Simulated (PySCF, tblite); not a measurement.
# FH9O3Si4: geometry, infrared bands and NMR shifts

Aim: predict the infrared bands and NMR shifts of FH9O3Si4 (`O[SiH](O)[Si@](F)([SiH3])O[SiH3]`).

Computed with tblite 0.8.0 and PySCF 2.14.0, with density-fitted response routines of our own, on a single molecule in the gas phase. Atoms count from 0, in the outputs and in this text.

## (1) Starting geometry

17 atoms, charge 0, multiplicity 1; geometry from: force field or distance geometry start.

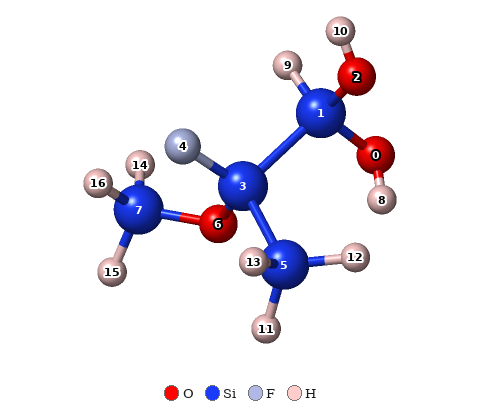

As it starts; oxygen red, silicon blue, fluorine light blue, hydrogen pink, atoms numbered; sticks join atoms by distance.

## (2) Optimising the geometry with GFN2-xTB

What the job is given:

```
{"job": {"kind": "relax", "xc": "GFN2-xTB", "basis": "xTB"}, "charge": 0, "multiplicity": 1}
O     -2.033300    -1.077300    -1.576400
Si    -1.631500    -1.114300     0.079100
O     -2.925100    -0.654500     1.080000
Si     0.155800     0.230200     0.327600
F      0.708100     0.129100     1.919100
Si    -0.357400     2.361200    -0.116700
O      1.278400    -0.249400    -0.844400
Si     2.725500    -0.903600    -0.228300
H     -1.915800    -0.149600    -1.905700
H     -1.150800    -2.475300     0.378200
H     -3.021300    -1.231400     1.880400
H      0.618100     2.853100    -1.110200
H     -1.715100     2.441000    -0.630300
H     -0.198700     3.195300     1.092900
H      2.679300    -2.348200    -0.471400
H      3.817100    -0.388900    -1.064500
H      2.959700    -0.605300     1.180900
```

Run with:

```console
OMP_NUM_THREADS=1 python probes_run.py task.json out
```

This one command runs all jobs of the session in turn.

**Question.** This job is followed by: GFN2-xTB harmonic vibrations, gas phase; GIAO PBE0/pcSseg-1 NMR shielding, non-relativistic, gas phase. Predict these results of the whole session: strongest single infrared mode (GFN2-xTB); zero-point energy (GFN2-xTB); 1H shifts against TMS (PBE0/pcSseg-1, means over atoms taken as alike); 17O shifts against H2O (PBE0/pcSseg-1); 29Si shifts against TMS (PBE0/pcSseg-1); 19F shifts against CFCl3 (PBE0/pcSseg-1).

The runs gave:

| quantity | value |
| --- | --- |
| strongest single infrared mode (GFN2-xTB) | 788 cm⁻¹, 712 km/mol |
| zero-point energy (GFN2-xTB) | 57.1 kcal/mol |
| 1H shifts against TMS (PBE0/pcSseg-1, means over atoms taken as alike) | 5.75, 5.19, 3.52, 1.84, 1.19 ppm |
| 17O shifts against H2O (PBE0/pcSseg-1) | 60.5, 43.2, 41.2 ppm |
| 29Si shifts against TMS (PBE0/pcSseg-1) | 15.0, -22.0, -44.1, -115.9 ppm |
| 19F shifts against CFCl3 (PBE0/pcSseg-1) | -149.7 ppm |

The optimisation took 111 steps and gained 1.320 eV; among the close pairs (by a distance rule), O6–Si7 changed most, from 1.703 to 1.617 Å. The lowest mode is imaginary (31i cm⁻¹), so the xTB geometry is not a minimum. The strongest single mode, at 788 cm⁻¹, is spread over several atoms, H10, H8, H16, H14 among them. GFN2-xTB is a fitted tight-binding method: band positions and strengths are rough. Its intensities can rank the bands wrongly. At PBE0/pcSseg-1: The widest tensor belongs to F4: span 192 ppm, with a paramagnetic part of -152 ppm.
